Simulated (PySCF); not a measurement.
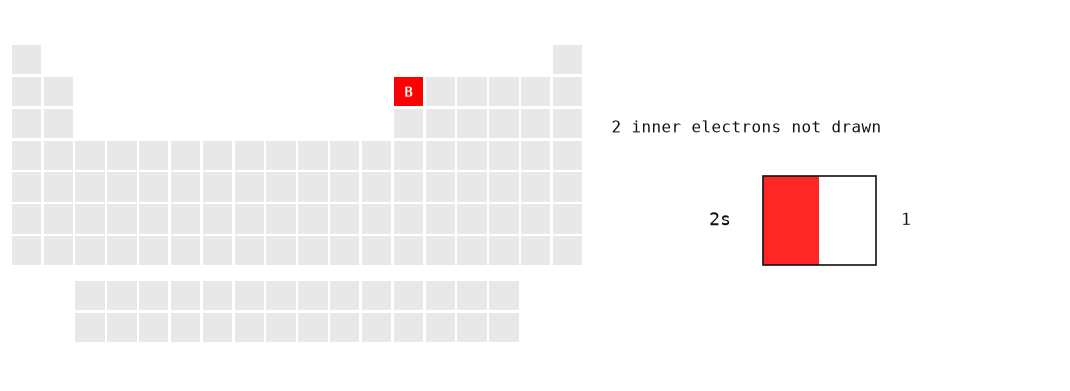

*Left, the place of boron in the periodic table; right, the outer shells of the nominal configuration: a box for each of the 2l + 1 orbitals, shaded by the share of the shell that is filled, with the electron count at the right.*

**Run report: B²⁺, atomic calculation**

B²⁺, configuration 1s2 2s1, multiplicity 2. Computed at this level: unrestricted M06-2X, aug-cc-pVTZ plus 1 even-tempered diffuse shell per l, non-relativistic, point nucleus (PySCF).

Input:
```python
from pyscf import gto, scf, dft, mp, cc
import basis_set_exchange as bse
mol = gto.M(atom="B 0 0 0", charge=2, spin=1, symmetry="D2h",
            basis=gto.basis.parse(bse.get_basis("aug-cc-pVTZ", elements=["B"], fmt="nwchem", augment_diffuse=1)))
mf = dft.UKS(mol, xc="M062X")
mf.irrep_nelec = {'Ag': (2, 1)}
mf.kernel()
```

The script is an equivalent of what the driver set up; the driver started from orbitals of its own, so the log can be shorter than this script's would be, and it computed the properties (radii, ⟨L²⟩, response) afterwards. It held the occupations shell by shell, which the script's counts by irreducible representation don't always enforce.

Output (extracts):
```
damping factor = 0
level_shift factor = 0
DIIS = <class 'pyscf.scf.diis.CDIIS'>
diis_start_cycle = 1
diis_space = 10
diis_damp = 0
SCF conv_tol = 1e-09
SCF conv_tol_grad = None
number electrons alpha = 2  beta = 1
XC functionals = M062X
    Y. Zhao and D. G. Truhlar.,  Theor. Chem. Acc. 120, 215 (2008)
    Y. Zhao and D. G. Truhlar.,  Theor. Chem. Acc. 120, 215 (2008)
cycle= 1 E= -23.4359415275494  delta_E= -0.000784  |g|= 0.00389  |ddm|= 0.115
cycle= 2 E= -23.4359476314438  delta_E= -6.1e-06  |g|= 0.000458  |ddm|= 0.00784
cycle= 3 E= -23.435947717812  delta_E= -8.64e-08  |g|= 1.3e-05  |ddm|= 0.00146
cycle= 4 E= -23.4359477178729  delta_E= -6.08e-11  |g|= 7.12e-07  |ddm|= 6.51e-05
converged SCF energy = -23.4359477178729  <S^2> = 0.75000996  2S+1 = 2.00001
```

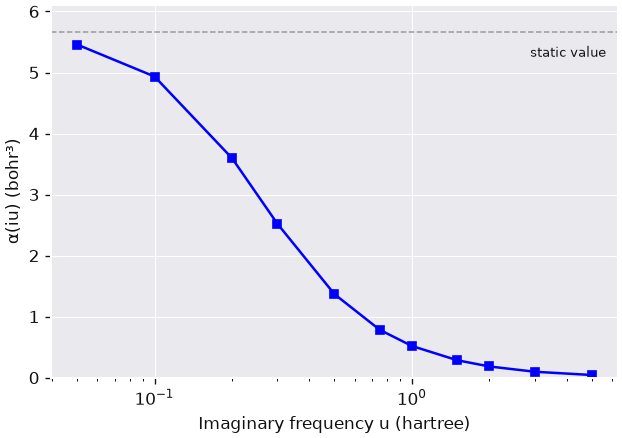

*Dipole polarisability at imaginary frequency of B²⁺ ([He] 2s). Coupled response at the M06-2X level; PySCF, aug-cc-pVTZ plus 1 diffuse shell for each l, non-relativistic, unrestricted single determinants, no spin-orbit coupling.*

The static dipole polarisability is 5.66 bohr³; α(iu) falls to half of it near u = 0.27 hartree. The Casimir–Polder integral gives C₆ = 6.60 hartree bohr⁶ for two such species.

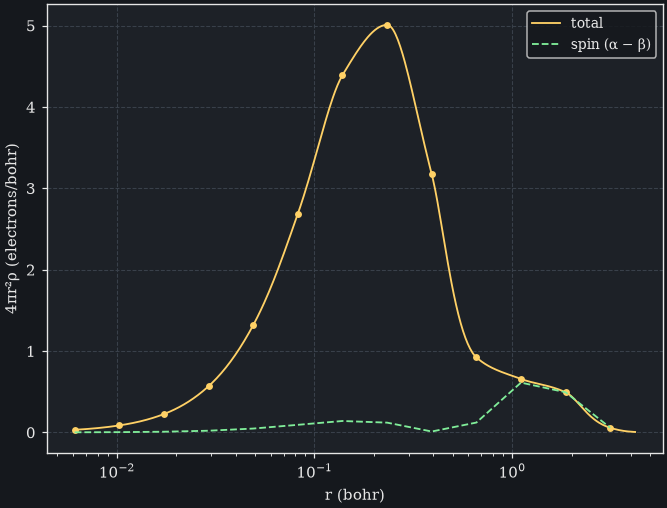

*Spherically averaged radial density 4πr²ρ of the mean field and its spin part; markers are the stored points, which are sparse, and the line is a monotone interpolation between them.*

The largest stored value is 5.01 electrons/bohr at r = 0.23 bohr. Root-mean-square radii of the shells: 1s 0.380, 2s 1.75 bohr.

Key numbers:

| quantity | value |
| --- | --- |
| outcome | converged |
| total energy | −23.435948 hartree |
| kinetic energy | 23.303223 hartree |
| ⟨S²⟩ | 0.750 |
| static polarisability | 5.66 bohr³ |
| C₆ of the like pair | 6.60 hartree bohr⁶ |
| SCF iterations | 4 |
| hardware | 1 CPU thread, shared host |
| CPU time | 2.1 s (integrals apart) |
